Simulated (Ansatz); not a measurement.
# Calculations on SiNH₆Cl

### Relaxation

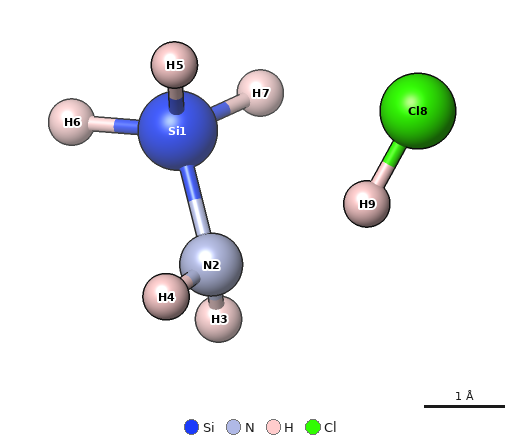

This is the input geometry for a relaxation of SiNH₆Cl. The picture is a ball-and-stick view, seen from a free direction.

The run prepares an end point of a later path (reaction) calculation, from a guessed geometry.

Computed with RKS B3LYP/cc-pVDZ (Ansatz 0.2.0).

Input file:
```yaml
crystal:
  periodic: [false, false, false]
  atoms:
    - { symbol: Si, position_ang: [-0.068965, 0.151717, 0.179483] }
    - { symbol: "N", position_ang: [-0.034046, 0.080625, 1.978836] }
    - { symbol: H, position_ang: [-0.930991, 0.003638, 2.459439] }
    - { symbol: H, position_ang: [0.523737, 0.799975, 2.437442] }
    - { symbol: H, position_ang: [1.337, 0.221454, -0.302348] }
    - { symbol: H, position_ang: [-0.809957, 1.348134, -0.349782] }
    - { symbol: H, position_ang: [-0.7701, -1.067238, -0.305235] }
    - { symbol: Cl, position_ang: [1.612287, -2.654238, 0.884749] }
    - { symbol: H, position_ang: [1.098235, -1.853968, 1.830715] }
basis:
  gaussian: { orbitals: cc-pVDZ }
hamiltonian:
  xc: b3lyp
relax:
  f_tol: 0.03
  max_steps: 50
```

Run as
```bash
ansatz run input.yaml --threads 1 --pin off --max-ram 2048MiB --backend cpu --events-out ev --progress --plain --runs-dir out
```

Predict the outcome.

Cl8 moves most after the best rigid fit: 1.08 Å. By element the largest moves are Cl 1.08 Å, H 0.47 Å, N 0.41 Å, Si 0.25 Å. Near-neighbour distances that change, for instance: Cl8–H9 1.341 → 1.353 Å, Si1–N2 1.801 → 1.791 Å. Bond angles that change, for instance: Si1–N2–H3 117.2° → 114.2°. After 9 accepted moves (10 points after the start) the energy has fallen by 6.65 kcal/mol. Largest force component: 0.72 eV/Å at the start, 0.025 eV/Å at the end. The line search rejected the trial step at point 7 of the run. The forces were under the threshold at step 8, but the run went on from there.

Step by step:

| step | E − E(0), kcal/mol | largest force component, eV/Å | note |
| --- | --- | --- | --- |
| 0 | 0.00 | 0.7168 |  |
| 1 | -2.22 | 0.7032 |  |
| 2 | -4.10 | 0.4232 |  |
| 3 | -5.42 | 0.2290 |  |
| 4 | -6.07 | 0.1277 |  |
| 5 | -6.37 | 0.1545 |  |
| 6 | -6.57 | 0.0650 |  |
| 7 | -6.44 | 0.5196 | rejected |
| 8 | -6.63 | 0.0276 |  |
| 9 | -6.64 | 0.0813 |  |
| 10 | -6.65 | 0.0245 |  |

The structure at the end:

```xyz
9

Si   -0.1735    0.3235    0.0378
N     0.1348   -0.1881    1.7263
H    -0.7124   -0.3699    2.2703
H     0.6999    0.4716    2.2671
H     1.1586    0.4969   -0.6079
H    -0.9425    1.6076   -0.0580
H    -0.9566   -0.7695   -0.6052
Cl    1.7190   -2.8507    1.9457
H     1.0299   -1.6913    1.8371
```

After the run, drawn alike:

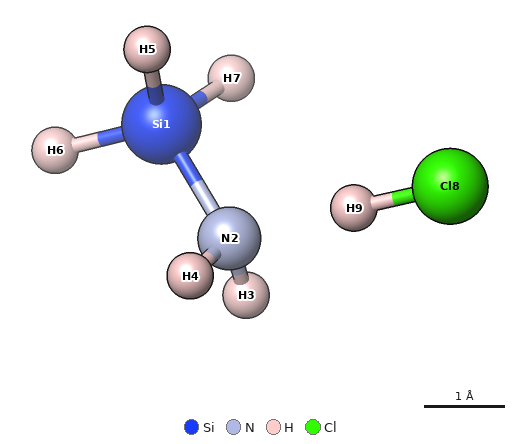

Limits of the set-up: the start holds two separate molecules, 2.2 Å apart at their closest, whose relative position is a soft coordinate and is computed without a dispersion correction.

### Relaxation

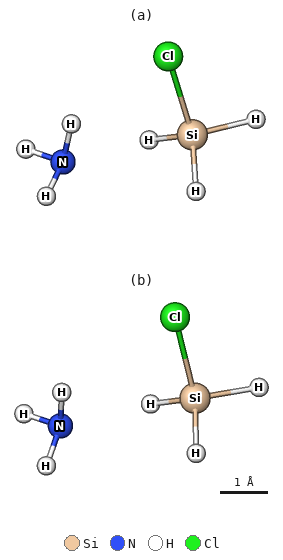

The structure of SiNH₆Cl before (top) and after (bottom) a relaxation, at one scale.

A ball-and-stick model, seen at a tilt.

The run prepares an end point of a later path (reaction) calculation, from a guessed geometry.

Computed with RKS B3LYP/cc-pVDZ in Ansatz.

The input:
```yaml
crystal:
  periodic: [false, false, false]
  atoms:
    - { symbol: Si, position_ang: [0.44323, -0.270146, -0.470141] }
    - { symbol: "N", position_ang: [-0.263962, -0.182078, 2.467] }
    - { symbol: H, position_ang: [-1.113816, -0.451127, 2.969246] }
    - { symbol: H, position_ang: [0.176208, 0.536261, 3.047793] }
    - { symbol: H, position_ang: [0.834118, -0.327099, -1.913071] }
    - { symbol: H, position_ang: [0.653826, 1.110401, 0.033202] }
    - { symbol: H, position_ang: [-0.945159, -0.774981, -0.323463] }
    - { symbol: Cl, position_ang: [1.801741, -1.607669, 0.474352] }
    - { symbol: H, position_ang: [0.371013, -1.003462, 2.528381] }
basis:
  gaussian: { orbitals: cc-pVDZ }
hamiltonian:
  xc: b3lyp
relax:
  f_tol: 0.03
  max_steps: 50
```

Command:
```bash
ansatz run input.yaml --threads 1 --pin off --max-ram 2048MiB --backend cpu --events-out ev --progress --plain --runs-dir out
```

Describe what moved and what it gained.

The largest move after the best rigid fit is that of H9, 0.27 Å. Largest moves by element: H 0.27 Å, Cl 0.20 Å, N 0.07 Å, Si 0.07 Å. Near-neighbour distances that change, for instance: N2–H9 1.040 → 1.024 Å, Si1–Cl8 2.128 → 2.114 Å. Over 6 geometry steps the energy falls by 0.70 kcal/mol. The largest force component goes from 0.53 to 0.0094 eV/Å. Cost: 24 s on 1 thread of Arm Neoverse V1 (shared host), peak memory 0.15 GiB.

Limits of the set-up: the start holds two separate molecules, 2.6 Å apart at their closest, whose relative position is a soft coordinate and is computed without a dispersion correction.

### Path

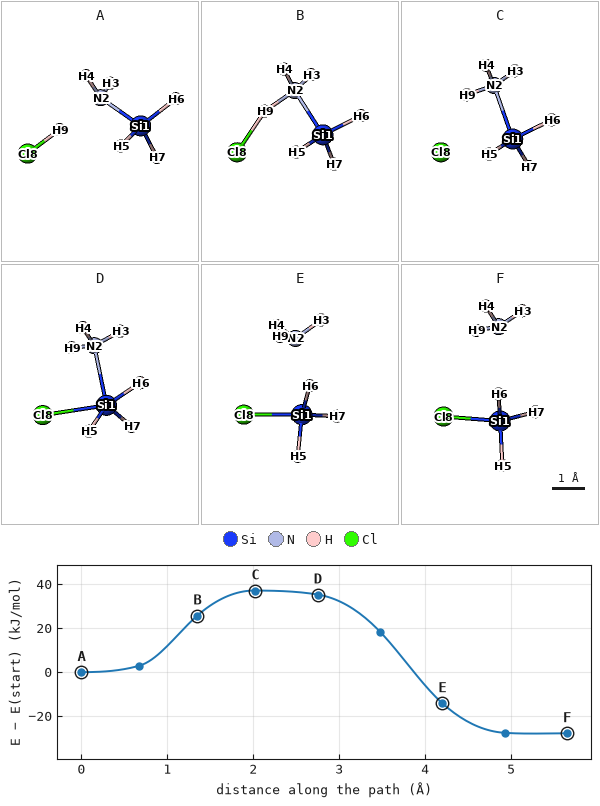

A search for the minimum-energy path of SiNH$_{6}$Cl by the nudged elastic band. Images are numbered from 0 (start) to 8 (end). Frames A to F are images 0, 2, 3, 4, 6, 8. A ball-and-stick model, seen at a tilt.

All numbers below come from RKS B3LYP/cc-pVDZ in Ansatz. Set-up: 7 movable images; climbing image; force threshold 0.05 eV/Å; iteration limit 60; starting path through a guess of the saddle point.

What happens along the path, and what is the barrier?

Breaking: Cl8–H9 (1.35 → 2.03 at the top → 3.01 Å), Si1–N2 (1.79 → 1.94 at the top → 3.15 Å). Forming: N2–H9 (1.75 → 1.06 at the top → 1.02 Å), Si1–Cl8 (4.16 → 2.65 at the top → 2.11 Å). The energy climbs by 37.1 kJ/mol to image 3 and then falls by 65.0 kJ/mol, so the end point sits at −27.8 kJ/mol. The band is converged. At the top, the vibrational analysis gives one imaginary mode (109i cm⁻¹), as a transition state must have.

The run took 5.3 min on 1 thread of Arm Neoverse V1 (shared host), peak memory 0.17 GiB.
